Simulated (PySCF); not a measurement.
**C5H8, SMILES `C1C2CC1C2`: what the electrons do**

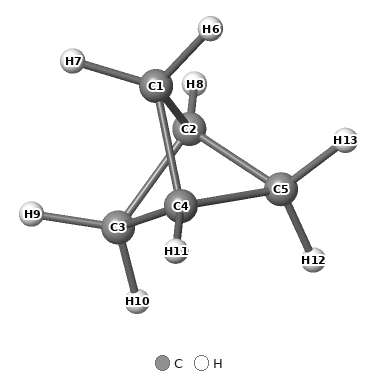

The molecule, with its atoms numbered as below. No frequency check shows the geometry to be a minimum.

Geometry (Å), atoms numbered from 1:

```
C1      -0.3153   -1.1826   -0.0017
C2       0.0001   -0.0016    0.9297
C3      -0.8666    0.8643    0.0014
C4      -0.0001    0.0016   -0.9296
C5       1.1818    0.3182    0.0001
H6       0.3916   -2.0101   -0.0023
H7      -1.3402   -1.5484   -0.0018
H8       0.0004   -0.0040    2.0147
H9      -1.9366    0.6660    0.0006
H10     -0.6708    1.9349    0.0023
H11     -0.0002    0.0040   -2.0145
H12      1.5450    1.3441    0.0017
H13      2.0111   -0.3865   -0.0002
```

## 1. Bonding charge

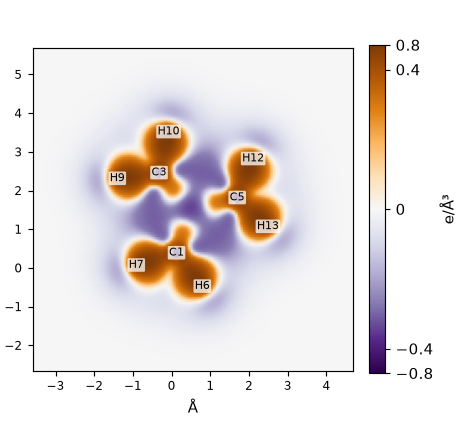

Deformation density (molecule less spherical, spin-averaged free atoms) in a plane through 9 of the atoms; colour scale in e/Å³, logarithmic beyond ±0.1; orange: gain, purple: loss.

Computed with PySCF, HF/def2-TZVP, geometry: GFN2-xTB.

**Describe the bonding that the map shows.**

C3–H9, C5–H13, C1–H7, C1–H6 and 2 more like them: +0.74 e/Å³ at the bond critical point (bond length 1.09 Å, Mayer order 1.0). In all, 3.0 electrons gather in the regions of gain relative to the promolecule.

**Where do the Hirshfeld charges lie?**

The highest Hirshfeld charge is on H8 and H11 (+0.04 e), the lowest on C1, C3 and C5 (−0.07 e).

```tsv
atom	charge (e)
C1	−0.07
C2	−0.05
C3	−0.07
C4	−0.05
C5	−0.07
H6	+0.04
H7	+0.04
H8	+0.04
H9	+0.04
H10	+0.04
H11	+0.04
H12	+0.04
H13	+0.04
```

## 2. Bond critical points

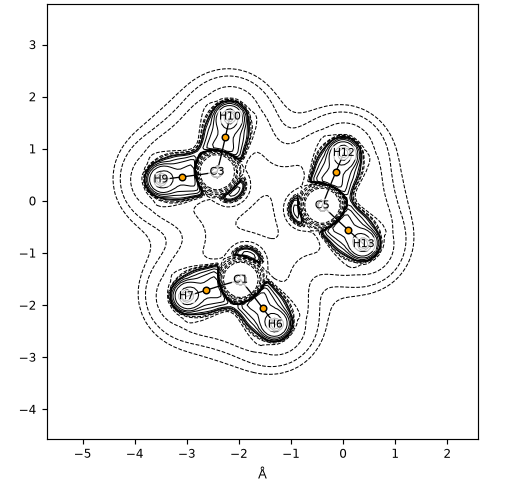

Negative Laplacian of the density (−∇²ρ) in a plane through 9 of the atoms (solid lines positive, dashed lines negative, contours at ±0.02 to ±8 a.u.), with bond paths and bond critical points (dots).

**Sort the bonds in the plane by the sign of ∇²ρ at their critical points.**

Concentrated (∇²ρ < 0): C3–H9, C5–H13, C1–H7, C1–H6 and 2 more like them (−1.08 a.u.). At none is it depleted.

**Where along C3–H9 does the critical point lie?**

0.69 Å from C3 and 0.40 Å from H9.

## 3. Local ionisation energy

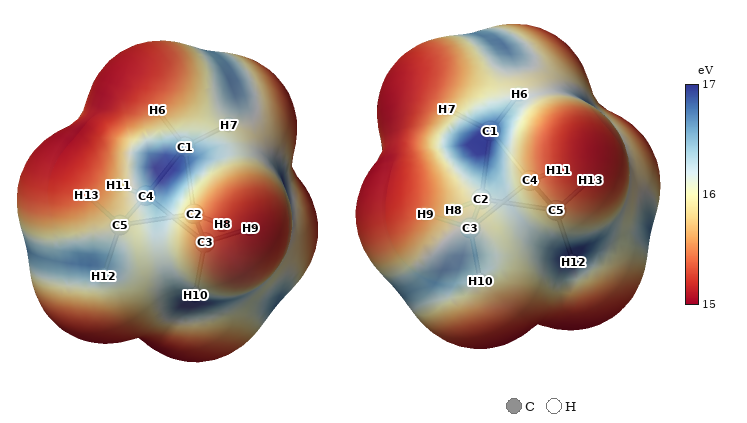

Average local ionisation energy on the surface of electron density 0.001 a.u. (back view left, front view right).

**Where are the most loosely bound electrons on this surface?**

The lowest value is 15.0 eV, near H9 (1.55 Å) and H7 (1.66 Å), and at like points elsewhere. Further minima include 15.0 eV, 1.4 Å from H6; 15.1 eV, 1.4 Å from H11, and at like points elsewhere. For comparison, the highest occupied orbital lies at −11.8 eV.

## 4. In an electric field

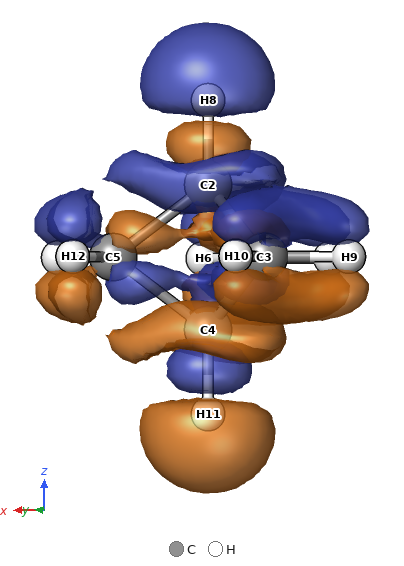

Change of the electron density in a uniform field of 0.21 V/Å, surfaces at ±0.0015 e/Å³ (orange: gain, blue: loss).

Level of theory: ωB97X/def2-SVPD (PySCF), at a geometry from GFN2-xTB.

The field was applied in both directions; the picture shows the one opposite to the script's first.

**Along which Cartesian direction does the field point?**

Along +z: electrons gather on the −z side, against the field.

**How large is the response?**

The induced dipole is 0.52 D (along the field); α along this axis, from the fields in both directions, is 51 bohr³ (7.6 Å³).

## 5. Stretching a bond

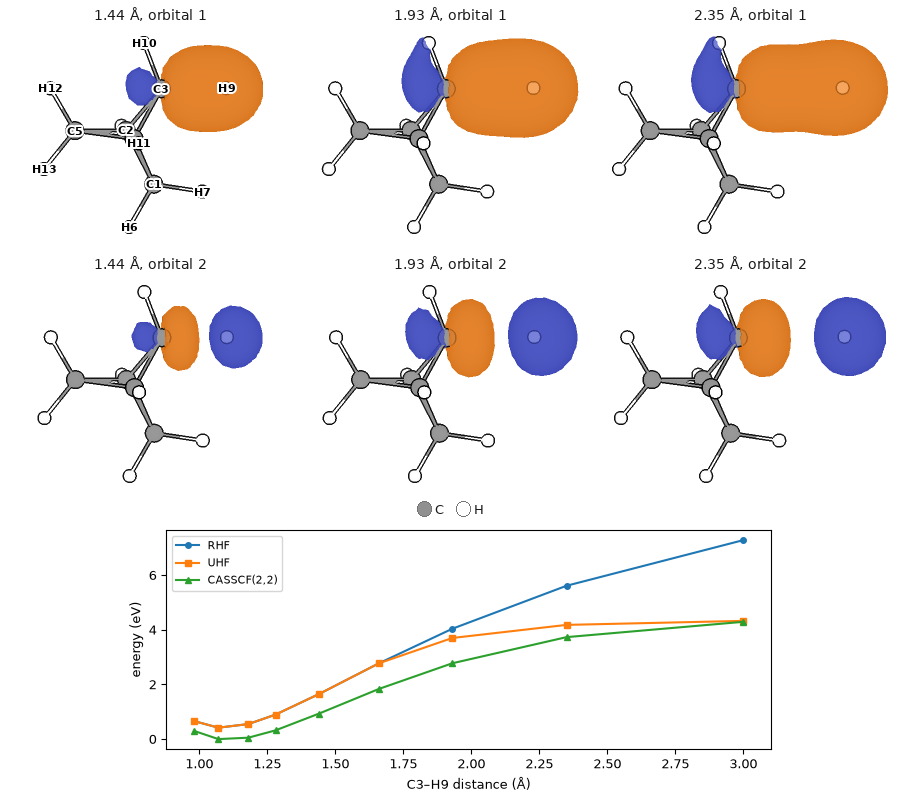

Rigid stretch of the C3–H9 bond. The two CASSCF(2,2) natural orbitals nearest half filling (orbital 1 the more occupied). Below: energies along the scan, from the lowest point of the three curves.

Computed with PySCF, 6-31+G* basis, geometry: GFN2-xTB.

**How do the occupations change along the stretch?**

1.44 Å: 1.95 and 0.05; 1.93 Å: 1.83 and 0.17; 2.35 Å: 1.65 and 0.35. At the longest distance computed (3.00 Å) they are 1.33 and 0.67, and the effective number of unpaired electrons is 1.6.

**Where does the UHF solution part from RHF?**

Between 1.66 Å (⟨S²⟩ = 0, the two coincide) and 1.93 Å (⟨S²⟩ = 0.52); at 3.00 Å ⟨S²⟩ is 0.98 and UHF lies 3.0 eV below RHF.

**How much energy does the stretch cost?**

By CASSCF, 4.3 eV from the lowest point of the scan (1.07 Å) to 3.00 Å; RHF gives 6.9 eV from its own lowest point. The fragments aren't relaxed and dynamic correlation is missing, so this isn't a bond dissociation energy.
